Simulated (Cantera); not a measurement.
Feed: 1 mol PbO, 1.7 mol CO, 68 mol N2, held at 1100 K.

These are equilibrium values from Cantera (NASA tables, ideal gas, pure condensed phases), not measurements of a reactor. Candidate condensed phases: C, Pb, PbO, PbO2, Pb3O4; 27 gas species. The numbers say what is thermodynamically allowed, not how fast it happens.

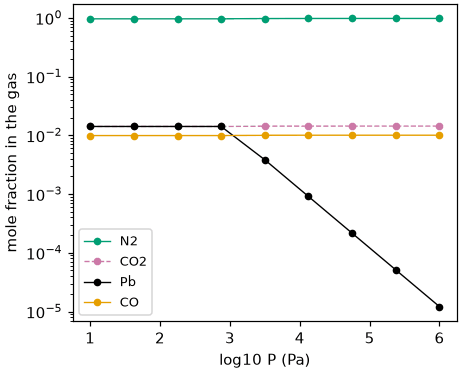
Fig. 1. Equilibrium gas composition (values under 1e-9 drawn at 1e-9)

From 10.0 Pa to 7.50 mbar nothing is condensed. From 32.0 mbar to 10.0 bar the condensed part is Pb(l). The main Pb-bearing gas is Pb throughout.
